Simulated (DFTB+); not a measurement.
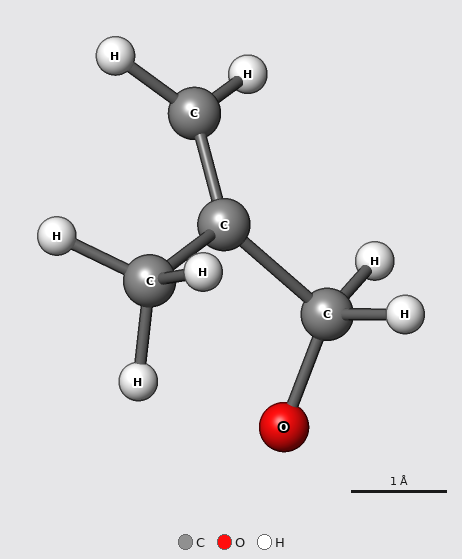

Figure 1. The structure as given in the input (ball-and-stick view, seen at a tilt).

Energy and gradient calculation of C₄H₇O (charge −1)

System: C₄H₇O, charge −1.
Method: GFN1-xTB, R-SCC, dispersion built in (DFTB+ 25.1).

The geometry comes from this level: GFN2-xTB.

Input (dftb_in.hsd)
```
Geometry = GenFormat {
  <<< "start.gen"
}
Hamiltonian = xTB {
  Method = "GFN1-xTB"
  Charge = -1
  Filling = MethfesselPaxton {
    Temperature [Kelvin] = 3000
    Order = 2
  }
}
Analysis = {
  PrintForces = Yes
}
Options = {
  WriteResultsTag = Yes
}
ParserOptions = {
  ParserVersion = 14
}
```

File start.gen
```
12 C
C O H
   1  1      0.298810      1.525390     -0.118390
   2  1      0.083260      0.221860     -0.024670
   3  1      0.296130     -0.534610      1.250820
   4  1     -0.533560     -0.636860     -1.146330
   5  2     -1.621630     -1.261780     -0.778920
   6  3      0.649580      2.124530      0.717740
   7  3      0.129670      2.064890     -1.038660
   8  3     -0.544390     -1.220410      1.352500
   9  3      1.213380     -1.125660      1.186930
  10  3      0.358480      0.120170      2.123110
  11  3      0.329550     -1.338780     -1.479280
  12  3     -0.659280      0.061260     -2.044840
```

Machine: 1 thread of Intel Xeon @ 2.50GHz (Skylake/Cascade Lake), 189 GiB of memory available, shared host.

Run as:
```bash
dftb+ > dftb.out
```

The program's output
```
|  DFTB+ development version (commit: a23bfb2)

Reading input file 'dftb_in.hsd'
Parser version: 14

--------------------------------------------------------------------------------

Processed input in HSD format written to 'dftb_pin.hsd'

Starting initialization...
--------------------------------------------------------------------------------
WARNING!
-> Dipole printed for a charged system : origin dependent quantity
OpenMP threads:              1
Chosen random seed:          2126926
Current stacksize:           unlimited
Mode:                        Static calculation
Self consistent charges:     Yes
SCC-tolerance:                 0.100000E-04
Max. scc iterations:                    100
Shell resolved Hubbard:      Yes
Spin polarisation:           No
Nr. of up electrons:            15.000000
Nr. of down electrons:          15.000000
Periodic boundaries:         No
Electronic solver:           Relatively robust
Mixer:                       Broyden mixer
Mixing parameter:                  0.200000
Nr. of chrg. vec. in memory:            100
Max. SCC-cycles:                        100
tblite library version:      0.3.0
-> parametrization:          GFN1-xTB
-> repulsion:                Yes
-> dispersion:               Yes
-> halogen bonding:          Yes
-> electrostatics:           Yes
   -> isotropic:             Yes
   -> anisotropic:           No
   -> third-order:           Yes
Electronic temperature:              0.950045E-02 H      0.258520E+00 eV
Initial charges:             Set automatically (system chrg:  -0.100E+01)
Included shells:             C:  s, p
                             O:  s, p
                             H:  s, s2
Extra options:
                             Mulliken analysis
                             Force calculation
Force type                   original

--------------------------------------------------------------------------------

***  Geometry step: 0

 iSCC Total electronic   Diff electronic      SCC error
    1   -0.17122675E+02    0.00000000E+00    0.13823296E+01
    2   -0.17215839E+02   -0.17122675E+02    0.98298254E+00
    3   -0.17209307E+02   -0.93163987E-01    0.53926679E+00
    4   -0.17273423E+02    0.65312785E-02    0.32692952E+00
    5   -0.17281340E+02   -0.64115888E-01    0.11309120E+00
    6   -0.17283052E+02   -0.79165333E-02    0.72707166E-01
    7   -0.17284182E+02   -0.17118765E-02    0.80264426E-02
    8   -0.17284193E+02   -0.11304921E-02    0.30950633E-02
    9   -0.17284193E+02   -0.11175519E-04    0.37654143E-02
   10   -0.17284195E+02    0.37456514E-06    0.49082528E-03
   11   -0.17284195E+02   -0.21257559E-05    0.34227277E-03
   12   -0.17284195E+02   -0.20241583E-07    0.20189688E-03
   13   -0.17284195E+02   -0.96374251E-08    0.10585777E-04
   14   -0.17284195E+02   -0.52516285E-08    0.30910715E-05

Total Energy:                      -17.0894618056 H         -465.0279 eV
Extrapolated to 0K:                -17.0894618058 H         -465.0279 eV
Total Mermin free energy:          -17.0894618060 H         -465.0279 eV
Force related energy:              -17.0894618060 H         -465.0279 eV

--------------------------------------------------------------------------------
--------------------------------------------------------------------------------
SCC                                    +       0.04 ( 72.9%)       0.54 ( 96.4%)
Post-SCC processing                    +       0.01 ( 15.9%)       0.01 (  2.5%)
--------------------------------------------------------------------------------
Missing                                +       0.01 ( 11.2%)       0.01 (  1.1%)
Total                                  =       0.05 (100.0%)       0.56 (100.0%)
--------------------------------------------------------------------------------
```

File detailed.out
```
Methfessel-Paxton distribution function order           2

Calculation with static geometry

********************************************************************************
 iSCC Total electronic   Diff electronic      SCC error
   14   -0.17284195E+02   -0.52516285E-08    0.30910715E-05
********************************************************************************

 Total charge:    -1.00000000

 Atomic gross charges (e)
 Atom           Charge
    1      -0.17292546
    2       0.01024291
    3      -0.08025463
    4       0.27478506
    5      -0.84025521
    6      -0.02175118
    7      -0.00631901
    8       0.04286379
    9      -0.00347672
   10      -0.01472625
   11      -0.09721244
   12      -0.09097085

Nr. of electrons (up):     30.00000000
Atom populations (up)
 Atom       Population
    1       4.17292546
    2       3.98975709
    3       4.08025463
    4       3.72521494
    5       6.84025521
    6       1.02175118
    7       1.00631901
    8       0.95713621
    9       1.00347672
   10       1.01472625
   11       1.09721244
   12       1.09097085

l-shell populations (up)
 Atom Sh.   l       Population
    1   1   0       1.02719789
    1   2   1       3.14572756
    2   1   0       1.12044183
    2   2   1       2.86931526
    3   1   0       0.99860255
    3   2   1       3.08165208
    4   1   0       0.96453877
    4   2   1       2.76067617
    5   1   0       1.74100350
    5   2   1       5.09925171
    6   1   0       1.00983722
    6   2   0       0.01191397
    7   1   0       0.99057241
    7   2   0       0.01574660
    8   1   0       0.92376103
    8   2   0       0.03337518
    9   1   0       0.98674221
    9   2   0       0.01673452
   10   1   0       0.99982680
   10   2   0       0.01489945
   11   1   0       1.06487263
   11   2   0       0.03233981
   12   1   0       1.05809008
   12   2   0       0.03288077

Orbital populations (up)
 Atom Sh.   l   m       Population  Label
    1   1   0   0       1.02719789  s
    1   2   1  -1       0.99433200  p_y
    1   2   1   0       0.99753824  p_z
    1   2   1   1       1.15385733  p_x
    2   1   0   0       1.12044183  s
    2   2   1  -1       0.97533118  p_y
    2   2   1   0       0.99647147  p_z
    2   2   1   1       0.89751261  p_x
    3   1   0   0       0.99860255  s
    3   2   1  -1       1.03654083  p_y
    3   2   1   0       1.01473520  p_z
    3   2   1   1       1.03037604  p_x
    4   1   0   0       0.96453877  s
    4   2   1  -1       0.93678089  p_y
    4   2   1   0       0.92341849  p_z
    4   2   1   1       0.90047679  p_x
    5   1   0   0       1.74100350  s
    5   2   1  -1       1.76906370  p_y
    5   2   1   0       1.83495024  p_z
    5   2   1   1       1.49523777  p_x
    6   1   0   0       1.00983722  s
    6   2   0   0       0.01191397  s2
    7   1   0   0       0.99057241  s
    7   2   0   0       0.01574660  s2
    8   1   0   0       0.92376103  s
    8   2   0   0       0.03337518  s2
    9   1   0   0       0.98674221  s
    9   2   0   0       0.01673452  s2
   10   1   0   0       0.99982680  s
   10   2   0   0       0.01489945  s2
   11   1   0   0       1.06487263  s
   11   2   0   0       0.03233981  s2
   12   1   0   0       1.05809008  s
   12   2   0   0       0.03288077  s2

Fermi level:                        -0.0889308400 H           -2.4199 eV
Band energy:                        -9.7968651687 H         -266.5863 eV
TS:                                  0.0000000003 H            0.0000 eV
Band free energy (E-TS):            -9.7968651690 H         -266.5863 eV
Extrapolated E(0K):                 -9.7968651689 H         -266.5863 eV
Input / Output electrons (q):     30.0000000000     30.0000000000

Energy H0:                         -17.5021666474 H         -476.2582 eV
Energy SCC:                          0.2179714467 H            5.9313 eV
Total Electronic energy:           -17.2841952007 H         -470.3269 eV
Repulsive energy:                    0.1984386112 H            5.3998 eV
Halogen correction energy:           0.0000000000 H            0.0000 eV
Total energy:                      -17.0894618056 H         -465.0279 eV
Extrapolated to 0:                 -17.0894618058 H         -465.0279 eV
Total Mermin free energy:          -17.0894618060 H         -465.0279 eV
Force related energy:              -17.0894618060 H         -465.0279 eV

Non-constrained calculation

SCC converged

Total Forces
    1      0.001920753811      0.004407071108      0.002993535350
    2      0.001210841631      0.000739804717      0.000760954490
    3     -0.000052361432      0.000103015433      0.001012636534
    4      0.011784913905     -0.001207407531     -0.018702521081
    5     -0.015353861506     -0.009473979504      0.008596909839
    6      0.001225136522      0.001779355275      0.000169465335
    7     -0.000281291945      0.002024277808     -0.002372362561
    8     -0.001913848049     -0.002212354826      0.002640638960
    9      0.001044642773     -0.000589453533      0.000541507786
   10     -0.000021119589     -0.000491585545      0.001333474935
   11     -0.001688653604      0.004815046143      0.001271774721
   12      0.002124847482      0.000106210455      0.001753985693

Maximal derivative component:        0.187025E-01 au

Warning: dipole moment is not defined absolutely!
Dipole moment:    2.59946569    1.60239182    1.21338688 au
Dipole moment:    6.60718327    4.07287407    3.08412206 Debye
```

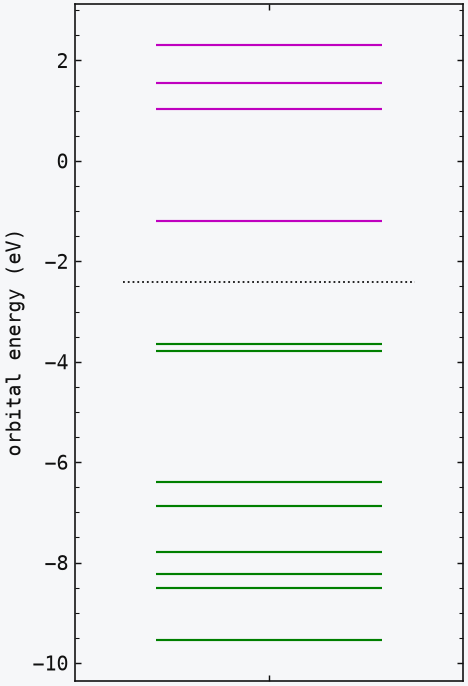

Figure 2. Orbital energies near the frontier; the dotted line parts filled from empty levels, and levels within 0.02 eV of each other stand side by side. Highest filled −3.65 eV, lowest empty −1.19 eV, 2.46 eV apart.

Key numbers

```tsv
quantity	value
outcome	converged
total energy	−17.089462 hartree
basis functions	34
largest force	1.138 eV/Å
HOMO	−3.65 eV
LUMO	−1.19 eV
wall time	0.63 s
peak memory	0.07 GiB
```

Notes

Settings chosen away from the usual ones: electronic_temperature. These settings are looser than, or depart from, a standard set-up, so the numbers are not reference values for this system.
